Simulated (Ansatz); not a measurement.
**Mg$_{8}$S$_{8}$: density, localisation and related maps**

The calculation's input:

```
crystal:
  periodic: [false, false, false]
  atoms:
    - {symbol: Mg, position_ang: [-1.041215, -1.034961, -3.497916]}
    - {symbol: S, position_ang: [-1.437151, -1.430439, -1.157984]}
    - {symbol: Mg, position_ang: [-1.136088, -1.133001, 1.252093]}
    - {symbol: S, position_ang: [-1.355685, -1.354124, 3.709036]}
    - {symbol: S, position_ang: [-1.357476, 1.358685, -3.706885]}
    - {symbol: Mg, position_ang: [-1.134485, 1.137264, -1.250177]}
    - {symbol: S, position_ang: [-1.429623, 1.435823, 1.160655]}
    - {symbol: Mg, position_ang: [-1.031256, 1.038435, 3.499841]}
    - {symbol: S, position_ang: [1.351194, -1.359589, -3.708465]}
    - {symbol: Mg, position_ang: [1.131784, -1.137039, -1.251752]}
    - {symbol: S, position_ang: [1.431692, -1.435737, 1.158103]}
    - {symbol: Mg, position_ang: [1.037797, -1.038083, 3.497985]}
    - {symbol: Mg, position_ang: [1.035229, 1.034166, -3.499913]}
    - {symbol: S, position_ang: [1.434352, 1.430942, -1.160781]}
    - {symbol: Mg, position_ang: [1.138269, 1.133217, 1.249833]}
    - {symbol: S, position_ang: [1.362662, 1.354464, 3.706317]}
basis:
  gaussian: {orbitals: def2-SVP, initial_orbitals: start.molden}
hamiltonian: {xc: pbe0, dispersion: d4}
scf: {omitted_lower_state_checks: [starts]}
output: {orbitals: {seedname: orbitals}}
```

Command:

```sh
ansatz run in.yaml --threads 4 --pin off --events-out ev --progress --plain --max-ram 6963MiB
```

Geometry: r2SCAN-D4/def2-SVP.

All numbers below come from Ansatz 0.2.0, RKS PBE0-D4/def2-SVP.

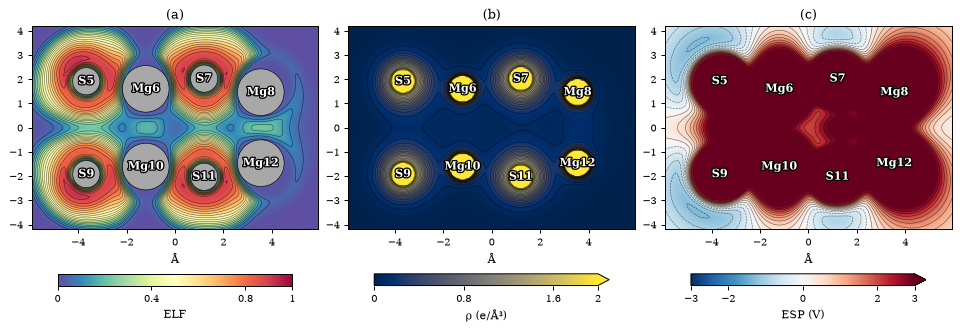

Figure 1. (a) ELF; (b) electron density; (c) electrostatic potential on the plane of atoms Mg6, S7 and Mg8. Grey discs cover the atomic cores in the ELF map.

Question: Read the bonding off the picture.

Answer:
- The plane passes through S and Mg nuclei.
- Mg–S (2.41 Å): ρ is about 0.34 e/Å³ halfway; the ELF peaks at about 0.85 in the valence shell of S, 0.9 Å from its nucleus, and falls to about 0.05 next to Mg; a closed-shell, largely ionic contact.
- Mg–S (2.45 Å): ρ is about 0.32 e/Å³ halfway; the ELF peaks at about 0.90 in the valence shell of S, 0.9 Å from its nucleus, and falls to about 0.05 next to Mg (a closed-shell, largely ionic contact).
- Outside the dense part of the molecule the potential is most negative (−1.3 V) near S5 and S9.

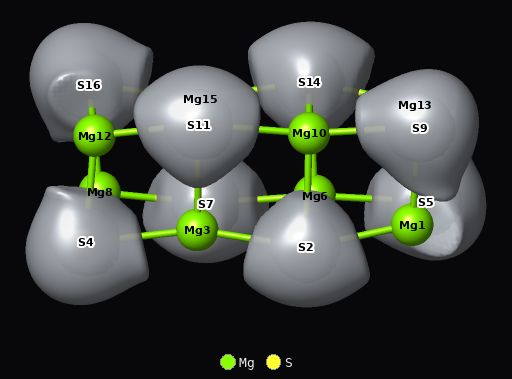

Figure 2. Isosurface of the electron localisation function at 0.75 (grey), seen across its widest extent. Only the valence region is drawn (cores and ρ < 0.01 e/Å³ removed).

Question: Describe the localisation domains.

Answer: At this value the surface marks out eight regions wrapped around S (the valence shell of each).

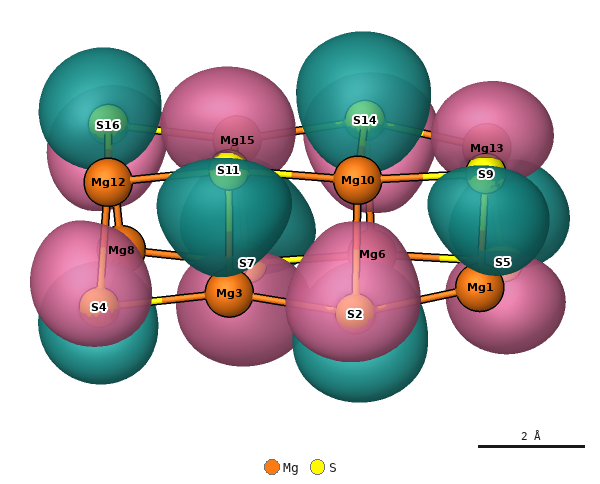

Figure 3. The HOMO at ±0.04 Å⁻³ᐟ² (teal and pink are the two phases), seen at a tilt.

Question: What is the character of this orbital?

Answer: It lies mainly on S2 (about 15 %), S7 (about 15 %), S11 (about 15 %), S14 (about 15 %), S4 (about 5 %), S5 (about 5 %), S9 (about 5 %) and S16 (about 5 %); largely a combination of lone pairs on S2, S7, S11, S14, S4, S5, S9 and S16. Its energy is −6.77 eV.
